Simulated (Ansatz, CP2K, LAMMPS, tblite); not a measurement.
# CP2K on liquid (Li,K)Br at 1100 K (70 atoms): settings against a plane-wave reference

Aim: run liquid (Li,K)Br at 1100 K (70 atoms) in CP2K and see how near its forces come to a plane-wave reference, and at what cost.

Program: CP2K 2026.2. Level of theory: the method is named at each step. Results are calculated unless marked as measured.

**1. The starting structure**

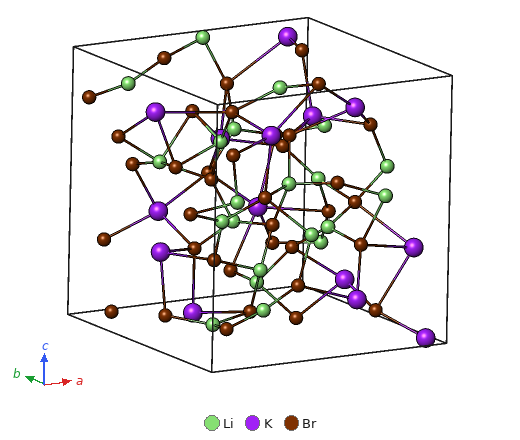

The cell as given, slightly off an axis (lithium green, potassium purple, bromine brown). Bonds to atoms that aren't drawn are left out. Some periodic images of atoms are drawn too.

The cell holds 70 atoms: 21 Li, 14 K and 35 Br. Its edges and angles: a = 13.599 Å, b = 13.599 Å, c = 13.599 Å, α = 90.0°, β = 90.0°, γ = 90.0°. 70 atoms (21 Li, 14 K, 35 Br) placed at random at 2.3 g/cm³, melted at 1800 K for 10 ps at fixed volume with the Lennard-Jones and Coulomb ion parameters for SPC/E (Joung and Cheatham, J. Phys. Chem. B 112, 9020 (2008)), full charges. Snapshot at the end of a hold of 20 ps at 1100 K and fixed volume.

The yardstick, on the same geometry:

```
method                                           : Kohn-Sham DFT, PBE, PAW, plane waves (Ansatz 0.2.0); cutoff 420 eV, Γ point, fermi-dirac smearing of 0.05 eV; PAW set soft_2
r.m.s. force component                           : 0.2662 eV/Å
longest force                                    : 0.8601 eV/Å
pressure                                         : -0.4257 GPa
gap (highest filled to lowest empty level) : 3.229 eV
SCF cycles                                       : 7
time                                             : 25 s on 4 threads of Arm Neoverse V2, shared host
CPU time                                         : 96 s
```

**2. PBE, DZVP-UZH, 800/50 Ry, OT DIIS**

Method: Kohn-Sham DFT, PBE, GTH-PBE pseudopotentials, Gaussian and plane waves, DZVP-MOLOPT (UZH set), orbital transformation.

Input file input.inp:

```
&GLOBAL
  PROJECT cell
  RUN_TYPE ENERGY_FORCE
  PRINT_LEVEL LOW
&END GLOBAL
&FORCE_EVAL
  METHOD QS
  STRESS_TENSOR ANALYTICAL
  &DFT
    BASIS_SET_FILE_NAME BASIS_MOLOPT_UZH
    POTENTIAL_FILE_NAME POTENTIAL_UZH
    &MGRID
      CUTOFF 800
      REL_CUTOFF 50
      NGRIDS 5
    &END MGRID
    &QS
      EPS_DEFAULT 1.0E-12
    &END QS
    &SCF
      SCF_GUESS ATOMIC
      EPS_SCF 1.0E-06
      MAX_SCF 30
      &OT
        MINIMIZER DIIS
        PRECONDITIONER FULL_ALL
        ENERGY_GAP 0.001
      &END OT
      &OUTER_SCF
        EPS_SCF 1.0E-06
        MAX_SCF 8
      &END OUTER_SCF
      &PRINT
        &RESTART OFF
        &END RESTART
      &END PRINT
    &END SCF
    &XC
      &XC_FUNCTIONAL PBE
      &END XC_FUNCTIONAL
    &END XC
    &PRINT
      &MULLIKEN ON
      &END MULLIKEN
      &HIRSHFELD ON
        SHAPE_FUNCTION DENSITY
      &END HIRSHFELD
      &MO_CUBES
        NHOMO 1
        NLUMO 4
        WRITE_CUBE F
      &END MO_CUBES
    &END PRINT
  &END DFT
  &SUBSYS
    &CELL
      A 13.59940 0.00000 0.00000
      B 0.00000 13.59940 0.00000
      C 0.00000 0.00000 13.59940
    &END CELL
    &TOPOLOGY
      COORD_FILE_NAME structure.xyz
      COORD_FILE_FORMAT XYZ
    &END TOPOLOGY
    &KIND Li
      BASIS_SET DZVP-MOLOPT-PBE-GTH-q3
      POTENTIAL GTH-PBE-q3
    &END KIND
    &KIND K
      BASIS_SET DZVP-MOLOPT-PBE-GTH-q9
      POTENTIAL GTH-PBE-q9
    &END KIND
    &KIND Br
      BASIS_SET DZVP-MOLOPT-PBE-GTH-q7
      POTENTIAL GTH-PBE-q7
    &END KIND
  &END SUBSYS
  &PRINT
    &FORCES ON
    &END FORCES
    &STRESS_TENSOR ON
    &END STRESS_TENSOR
  &END PRINT
&END FORCE_EVAL
```

Input file structure.xyz:

```xyz
70

Li 7.79545 8.53498 1.88134
Li 13.37039 11.47980 8.60012
Li 6.22064 4.20833 12.87836
Li 13.08181 5.07122 7.95157
Li 11.39426 8.78576 6.70124
Li 8.72973 12.46303 8.71558
Li 13.28797 11.45899 2.69023
Li 2.04644 11.69644 11.91430
Li 1.55944 0.45014 8.36961
Li 7.09263 12.93997 13.43702
Li 2.36861 9.11609 8.46087
Li 6.49902 3.61771 8.08634
Li 2.69091 3.66966 6.57558
Li 6.26157 1.01955 6.09036
Li 9.62362 4.92257 5.28323
Li 4.15094 6.34330 9.89792
Li 2.97133 4.78087 1.06946
Li 5.64946 7.42962 5.45554
Li 5.43486 4.41545 3.64450
Li 10.77412 1.44548 7.48647
Li 3.24862 0.52684 2.68996
K 9.86963 3.02015 11.73492
K 9.89968 7.03021 10.42122
K 13.54704 3.16880 4.18562
K 1.55618 7.54536 4.30761
K 11.55786 6.37567 2.08669
K 0.54398 6.66656 11.72105
K 13.03978 1.05531 0.10254
K 9.64102 11.56819 4.84900
K 8.93630 0.95087 2.52772
K 4.06309 1.44072 11.27853
K 6.45618 10.06818 8.99192
K 10.81424 10.98832 13.49849
K 3.96722 11.72282 5.21959
K 4.50099 9.14464 0.56084
Br 3.82470 4.78767 11.77042
Br 1.06524 11.22780 0.53296
Br 8.16168 12.31616 11.10976
Br 4.47869 12.29903 12.81335
Br 7.06190 1.94907 13.46762
Br 1.43474 6.76951 1.26801
Br 11.78538 4.63468 10.30563
Br 4.65412 7.92301 7.58194
Br 0.34012 2.84758 7.37767
Br 8.25497 1.91901 8.31902
Br 11.90573 6.12068 6.03555
Br 12.66621 9.79089 4.68717
Br 6.24172 4.66650 5.80504
Br 0.15490 9.46056 9.91287
Br 9.02048 7.27459 3.81422
Br 2.82541 4.55118 4.40648
Br 8.01086 11.35305 1.85061
Br 11.29811 12.70973 8.08988
Br 0.96692 13.58825 10.92399
Br 9.55820 9.20407 8.47297
Br 5.71474 5.73663 1.21932
[... 10 atom lines left out ...]
Br 2.22894 2.29952 1.45663
Br 3.89500 8.62093 10.98124
Br 1.49716 12.76766 3.81994
Br 10.07321 2.52636 4.84805
```

The run is started by

```bash
$ OMP_NUM_THREADS=1 cp2k.psmp -i input.inp > output.txt
```

Numbers of over 12 decimals in the logs are rounded to 6 here.

What it wrote:

```text
CP2K| version string:                                       CP2K version 2026.2
 CP2K| Input file name                                                 input.inp
 GLOBAL| Basis set file name                                    BASIS_MOLOPT_UZH
 GLOBAL| Potential file name                                       POTENTIAL_UZH
 GLOBAL| Run type                                                   ENERGY_FORCE
 GLOBAL| Total number of message passing processes                             1
 GLOBAL| Number of threads for this process                                    1
 TOTAL NUMBERS AND MAXIMUM NUMBERS
  Total number of            - Atomic kinds:                                   3
                             - Atoms:                                         70
                             - Shell sets:                                    70
                             - Shells:                                       343
                             - Primitive Cartesian functions:                329
                             - Cartesian basis functions:                    826
                             - Spherical basis functions:                    777
  Maximum angular momentum of- Orbital basis functions:                        2
                             - Local part of the GTH pseudopotential:          6
                             - Non-local part of the GTH pseudopotential:      4
 SCF PARAMETERS         Density guess:                                    ATOMIC
                        max_scf:                                              30
                        eps_scf:                                        1.00E-06
                        Outer loop SCF in use
                        eps_scf                                         1.00E-06
                        max_scf                                                8
 Extrapolation method: initial_guess
 Number of electrons:                                                        434
[... lines left out ...]
  Step     Update method      Time    Convergence         Total energy    Change
[... lines left out ...]
  Total energy:                                             -1026.021863
[... lines left out ...]
                                         using   7 DIIS vectors
                                         safer DIIS on
  Preconditioner : FULL_ALL            : diagonalization, state selective
  Precond_solver : DEFAULT
  stepsize       :    0.15000000                  energy_gap     :    0.00100000
  eps_taylor     :   0.10000E-15                  max_taylor     :             4
  ----------------------------------- OT ---------------------------------------
  Step     Update method      Time    Convergence         Total energy    Change
[...]
3 OT DIIS     0.15E+00   15.7     0.00000482     -1026.0226482758 -1.16E-04
     4 OT DIIS     0.15E+00   15.7     0.00000090     -1026.0226484697 -1.94E-07
  *** SCF run converged in     4 steps ***
  Electronic density on regular grids:       -434.0000000000        0.0000000000
  Core density on regular grids:              433.9999999994       -0.0000000006
  Total charge density on r-space grids:       -0.0000000005
  Total charge density g-space grids:          -0.0000000005
  Overlap energy of the core charge distribution:               1.102e-10
  Self energy of the core charge distribution:              -1945.754428
  Core Hamiltonian energy:                                    422.231254
  Hartree energy:                                             689.666365
  Exchange-correlation energy:                               -192.165840
  Total energy:                                             -1026.022648
  outer SCF iter =    2 RMS gradient =   0.90E-06 energy =      -1026.0226484697
  outer SCF loop converged in   2 iterations or   34 steps
 !-----------------------------------------------------------------------------!
                     Mulliken Population Analysis
 #  Atom  Element  Kind  Atomic population                           Net charge
       1     Li       1          2.376876                              0.623124
       2     Li       1          2.478378                              0.521622
       3     Li       1          2.460318                              0.539682
[...]
69     Br       3          7.531683                             -0.531683
      70     Br       3          7.584886                             -0.584886
 # Total charge                            434.000000                  0.000000
 !-----------------------------------------------------------------------------!
 !-----------------------------------------------------------------------------!
                           Hirshfeld Charges
  #Atom  Element  Kind  Ref Charge     Population                    Net charge
      1       Li     1       3.000          2.779                         0.221
      2       Li     1       3.000          2.841                         0.159
      3       Li     1       3.000          2.838                         0.162
[...]
69       Br     3       7.000          7.253                        -0.253
     70       Br     3       7.000          7.230                        -0.230
  Total Charge                                                           -0.000
 !-----------------------------------------------------------------------------!
  Eigenvalues of the occupied subspace spin            1
      -1.72204667     -1.71880678     -1.71160106     -1.70640842
      -1.70258047     -1.70213150     -1.69440444     -1.69004683
      -1.68849338     -1.68775187     -1.68499629     -1.68419085
[...]
-0.02758024     -0.02699667     -0.02598779     -0.02307337
      -0.02118503
 Fermi Energy [eV] :   -0.576474
  Using OT eigensolver for additional unoccupied orbitals spin            1
  Lowest Eigenvalues of the unoccupied subspace spin            1
 OT| Eigensolver reached convergence in 213 iterations
       0.09424321      0.12860758      0.13115225      0.14252772
 HOMO - LUMO gap [eV] :    3.140962
 ENERGY| Total FORCE_EVAL ( QS ) energy [hartree]          -1026.022648
 FORCES| Atomic forces [hartree/bohr]
 FORCES|   Atom     x               y               z               |f|
 FORCES|      1  1.21212014E-02 -4.07165595E-03  1.34187676E-03   1.28570035E-02
 FORCES|      2  3.27766945E-03 -4.78565231E-03  4.93841677E-03   7.61797514E-03
 FORCES|      3 -4.82534039E-03  7.45123397E-03 -5.70246919E-03   1.05509693E-02
[...]
FORCES|     69  2.21333984E-03  8.07738954E-03  4.58386988E-03   9.54751057E-03
 FORCES|     70  6.14708573E-03  1.80671033E-03  1.05294420E-02   1.23255837E-02
 FORCES| Sum     2.88551114E-06  7.78457113E-06 -1.25241813E-05
 FORCES| Total atomic force                                       1.50260054E-05
 STRESS| Analytical stress tensor [bar]
 STRESS|                        x                   y                   z
 STRESS|      x       -4.49225909371E+03  -1.30723253331E+02   1.05120796439E+03
 STRESS|      y       -1.30723253331E+02  -2.68516245117E+02   6.91497999678E+02
 STRESS|      z        1.05120796439E+03   6.91497999678E+02  -1.70153681247E+03
 STRESS| 1/3 Trace                                            -2.15410405043E+03
```

Elapsed: 9.6 min, on 1 thread of Arm Neoverse V2, shared host; peak memory 4.5 GiB.

Banners, paths, timers and routine set-up lines are dropped from the logs unmarked, and long logs keep their key lines alone; longer cuts are marked.

Against the reference:

| Item | Value |
| --- | --- |
| r.m.s. force component | 0.2827 eV/Å |
| r.m.s. difference of force components | 33.32 meV/Å |
| longest difference of force vectors | 121.3 meV/Å |
| force difference over r.m.s. force | 12.52 % |
| slope of forces against the reference's | 1.056 |
| correlation of force components | 0.9944 |
| gap (highest filled to lowest empty level) | 3.141 eV |
| gap difference | -0.0883 eV |
| pressure | -0.2154 GPa |
| pressure difference | 0.2103 GPa |

Length of the force difference by element (eV/Å):

| element | atoms | mean | most |
| --- | --- | --- | --- |
| Br | 35 | 0.048 | 0.082 |
| K | 14 | 0.043 | 0.079 |
| Li | 21 | 0.067 | 0.12 |

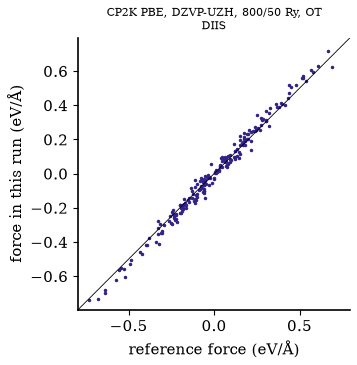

Force components against those of the reference; the line marks equality.

A closer look about Br55, which has 3 bonded neighbours where the commonest count for Br is 4: 11 atoms, nearest first, numbered in the order of the input, with positions taken from that point.

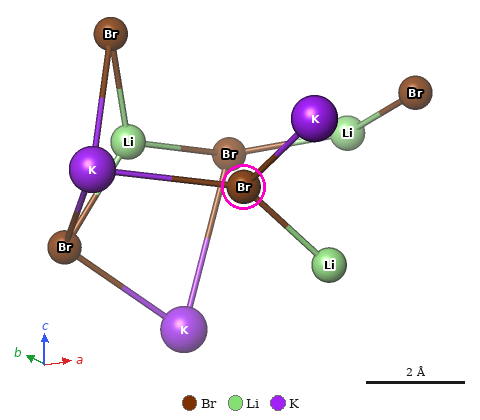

The atoms of the table, within 4.4 Å (arrows a, b, c point along x, y, z); some may hide others; the central atom is ringed.

| atom | x | y | z | distance (Å) | bonds | Hirshfeld charge (e) | Fx | Fy | Fz (eV/Å) |
| --- | --- | --- | --- | --- | --- | --- | --- | --- | --- |
| Br55 | 0.00 | 0.00 | 0.00 | 0.00 | 3 | -0.25 | 0.10 | 0.52 | -0.74 |
| Li5 | 1.84 | -0.42 | -1.77 | 2.59 | 3 | 0.20 | -0.02 | -0.30 | -0.01 |
| K23 | 0.34 | -2.17 | 1.95 | 2.94 | 4 | 0.27 | -0.12 | -0.05 | 0.31 |
| K32 | -3.10 | 0.86 | 0.52 | 3.26 | 5 | 0.31 | -0.23 | -0.16 | 0.41 |
| Li6 | -0.83 | 3.26 | 0.24 | 3.37 | 4 | 0.12 | 0.26 | 0.29 | 0.09 |
| Br53 | 1.74 | 3.51 | -0.38 | 3.93 | 3 | -0.17 | -0.15 | 0.19 | -0.20 |
| Br64 | -2.37 | 3.10 | -1.77 | 4.29 | 5 | -0.19 | -0.24 | -0.10 | -0.11 |
| Br38 | -1.40 | 3.11 | 2.64 | 4.31 | 3 | -0.26 | 0.19 | -0.10 | 0.20 |
| K29 | 0.08 | 2.36 | -3.62 | 4.33 | 4 | 0.32 | 0.26 | -0.26 | -0.02 |
| Li2 | 3.81 | 2.28 | 0.13 | 4.44 | 3 | 0.16 | 0.17 | -0.25 | 0.25 |
| Br49 | 4.20 | 0.26 | 1.44 | 4.44 | 3 | -0.24 | -0.41 | 0.26 | 0.10 |

Forces lie 13 % from the reference's, at 6.0 times its CPU time (on 1 against 4 cores).

**3. RPBE, PBE potentials, DZVP-UZH, 800/50 Ry, OT DIIS**

Method: Kohn-Sham DFT, RPBE, GTH-PBE pseudopotentials, Gaussian and plane waves, DZVP-MOLOPT (UZH set), orbital transformation.

input.inp: that of step 2 with these lines changed.

```diff
@@ -38,3 +38,7 @@
     &XC
-      &XC_FUNCTIONAL PBE
+      &XC_FUNCTIONAL
+        &GGA_X_RPBE
+        &END GGA_X_RPBE
+        &GGA_C_PBE
+        &END GGA_C_PBE
       &END XC_FUNCTIONAL
```

structure.xyz is that of step 2.

What it wrote:

```text
CP2K| version string:                                       CP2K version 2026.2
 CP2K| Input file name                                                 input.inp
 GLOBAL| Basis set file name                                    BASIS_MOLOPT_UZH
 GLOBAL| Potential file name                                       POTENTIAL_UZH
 GLOBAL| Run type                                                   ENERGY_FORCE
 GLOBAL| Total number of message passing processes                             1
 GLOBAL| Number of threads for this process                                    1
 TOTAL NUMBERS AND MAXIMUM NUMBERS
  Total number of            - Atomic kinds:                                   3
                             - Atoms:                                         70
[... lines left out ...]
 Number of electrons:                                                        434
[... lines left out ...]
  Step     Update method      Time    Convergence         Total energy    Change
[... lines left out ...]
  Total energy:                                             -1027.670378
[... lines left out ...]
  Step     Update method      Time    Convergence         Total energy    Change
[... lines left out ...]
  *** SCF run converged in     4 steps ***
[... lines left out ...]
  Total energy:                                             -1027.671121
[... lines left out ...]
  outer SCF loop converged in   2 iterations or   34 steps
[... lines left out ...]
  Total Charge                                                           -0.000
 !-----------------------------------------------------------------------------!
  Eigenvalues of the occupied subspace spin            1
      -1.73168239     -1.72812010     -1.72089854     -1.71596721
      -1.71191267     -1.71121713     -1.70334790     -1.69923285
      -1.69781165     -1.69636490     -1.69380139     -1.69320236
[...]
-0.02331625     -0.02296189     -0.02187029     -0.01901846
      -0.01728584
 Fermi Energy [eV] :   -0.470371
  Using OT eigensolver for additional unoccupied orbitals spin            1
  Lowest Eigenvalues of the unoccupied subspace spin            1
 OT| Eigensolver reached convergence in 243 iterations
       0.10520600      0.13538943      0.14110746      0.15393125
 HOMO - LUMO gap [eV] :    3.333172
 ENERGY| Total FORCE_EVAL ( QS ) energy [hartree]          -1027.671121
 FORCES| Atomic forces [hartree/bohr]
 FORCES|   Atom     x               y               z               |f|
 FORCES|      1  1.20646121E-02 -4.03594234E-03  1.25423105E-03   1.27834577E-02
 FORCES|      2  3.24569458E-03 -4.74744222E-03  5.00611850E-03   7.62456316E-03
 FORCES|      3 -4.73759181E-03  7.65949155E-03 -5.86744662E-03   1.07489310E-02
[...]
FORCES|     69  1.82235265E-03  9.01508495E-03  5.26408614E-03   1.05973265E-02
 FORCES|     70  6.15396015E-03  2.11403120E-03  1.14254541E-02   1.31484355E-02
 FORCES| Sum    -8.33335235E-06 -1.58908322E-06 -5.12266653E-05
 FORCES| Total atomic force                                       5.19243794E-05
 STRESS| Analytical stress tensor [bar]
 STRESS|                        x                   y                   z
 STRESS|      x        3.80900390386E+03  -1.87193409288E+02   9.89541531266E+02
 STRESS|      y       -1.87193409288E+02   8.12217211651E+03   5.68512066138E+02
 STRESS|      z        9.89541531266E+02   5.68512066138E+02   6.78039191677E+03
 STRESS| 1/3 Trace                                             6.23718931238E+03
```

Elapsed: 9.7 min, on 1 thread; peak memory 4.5 GiB.

Against the reference:

- r.m.s. force component: 0.2993 eV/Å
- r.m.s. difference of force components: 50.33 meV/Å
- longest difference of force vectors: 139.4 meV/Å
- force difference over r.m.s. force: 18.9 %
- slope of forces against the reference's: 1.114
- correlation of force components: 0.9909
- gap (highest filled to lowest empty level): 3.333 eV
- gap difference: 0.1039 eV
- pressure: 0.6237 GPa
- pressure difference: 1.049 GPa

Against the first run (13 %), the force difference from the reference is 19 %, at 1.0 times the CPU time; the model has changed, so this is no error of the program alone.

(Continued in part 2 of 3.)

[Also dropped from logs without a mark: logging warnings of Python, and SIESTA's first energy breakdown and zero terms.]

[Logs are printed without paths, hosts, clocks, repeated set-up lines and the standing remarks that a program may print on its own settings, such as how far it seeks lower states.]

[Hosts, paths, dates, database ids (printed as entryN), source tags and the programs' standing remarks are cut or masked in the printed files.]
